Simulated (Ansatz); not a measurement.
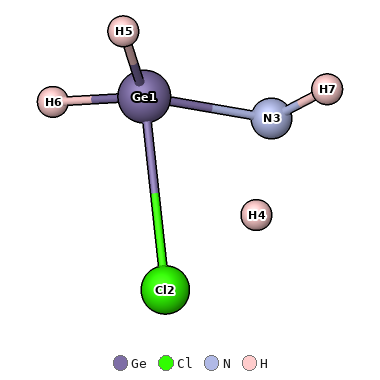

The system is the reacting system ClGeH4N (fragments ClGeH₄N where the first distance is long, GeH₃N + ClH where the second is long); the picture shows the reference structure. First axis: distance Cl2–H4 (bond that forms). Second axis: distance Ge1–Cl2 (bond that breaks). Relaxed at each point: all other coordinates. Grid: 13 × 13 points. Points are written as (first, second). Energies: kJ/mol, counted from a guessed transition structure relaxed with its forming and breaking bonds held. The reference is spin-restricted, so regions where a bond is pulled apart into radicals lie too high. Level of theory: Ansatz 0.2.0, RKS PBE-D4/def2-SVP.

Its coordinates:

```xyz
7

Ge   -0.7343   -0.2149    0.1888
Cl    0.9633    1.4131    1.2743
N     0.7483   -0.6612   -0.7637
H     1.3429    0.2538    0.0063
H    -1.9549    0.5499   -0.4001
H    -1.0718   -1.1110    1.3976
H     0.7063   -0.2296   -1.7032
```

Range: distance Cl2–H4 (bond that forms) from 1.197 to 2.697 Å; distance Ge1–Cl2 (bond that breaks) from 1.998 to 3.198 Å.

Question: Predict the map.

Answer: The lowest grid point is at (2.697 Å, 2.210 Å), −182 kJ/mol from a guessed transition structure relaxed with its forming and breaking bonds held. It lies at the edge of the scanned range, so the true minimum may lie outside. The highest grid point, (1.197 Å, 1.998 Å), lies 471 kJ/mol above the lowest.

| second ↓, first → | 1.197 | 1.264 | 1.357 | 1.462 | 1.577 | 1.699 | 1.828 | 1.962 | 2.101 | 2.244 | 2.391 | 2.542 | 2.697 |
| --- | --- | --- | --- | --- | --- | --- | --- | --- | --- | --- | --- | --- | --- |
| 3.198 | 92 | 69 | 57 | 54 | 51 | 46 | 39 | 32 | 26 | 21 | 17 | 14 | 11 |
| 3.074 | 94 | 73 | 60 | 55 | 48 | 38 | 26 | 16 | 7 | 0 | −5 | −9 | −13 |
| 2.953 | 97 | 76 | 63 | 55 | 42 | 27 | 11 | −2 | −13 | −22 | −28 | −34 | −38 |
| 2.836 | 101 | 80 | 66 | 53 | 35 | 14 | −6 | −22 | −35 | −45 | −53 | −59 | −64 |
| 2.721 | 108 | 86 | 69 | 50 | 25 | −1 | −25 | −44 | −58 | −70 | −78 | −85 | −91 |
| 2.610 | 117 | 94 | 73 | 47 | 14 | −17 | −44 | −65 | −81 | −94 | −103 | −110 | −117 |
| 2.503 | 130 | 105 | 77 | 42 | 3 | −32 | −62 | −85 | −103 | −116 | −126 | −134 | −140 |
| 2.400 | 147 | 119 | 82 | 38 | −6 | −45 | −77 | −102 | −121 | −135 | −146 | −154 | −161 |
| 2.302 | 169 | 135 | 89 | 38 | −11 | −53 | −87 | −113 | −134 | −149 | −160 | −168 | −175 |
| 2.210 | 195 | 154 | 100 | 43 | −9 | −54 | −90 | −118 | −139 | −155 | −166 | −175 | −182 |
| 2.126 | 224 | 177 | 117 | 57 | 1 | −45 | −83 | −112 | −134 | −151 | −163 | −172 | −179 |
| 2.052 | 258 | 207 | 143 | 79 | 21 | −28 | −67 | −97 | −120 | −138 | −150 | −159 | −166 |
| 1.998 | 290 | 237 | 170 | 103 | 43 | −7 | −47 | −78 | −102 | −119 | −132 | −142 | −148 |

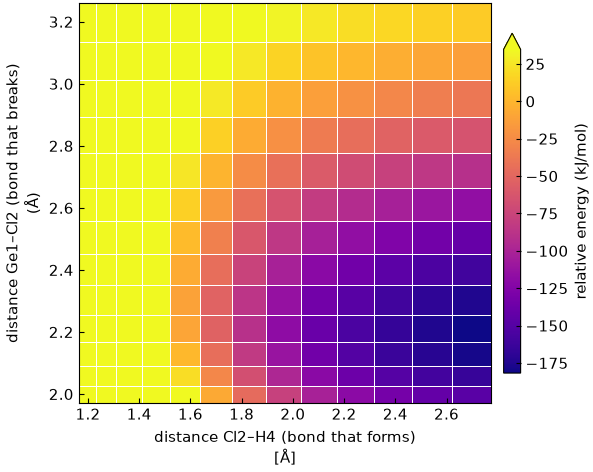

The picture shows one coloured cell a grid point, one colour for all values above the top of the scale.

Each point was launched as `ansatz run input.yaml --threads 1 --pin off --max-ram 2560MiB --backend cpu --events-out ev --progress --plain --runs-dir out`. The whole map (169 points run) took 23 min on 1 thread of Arm Neoverse V2 (shared host).
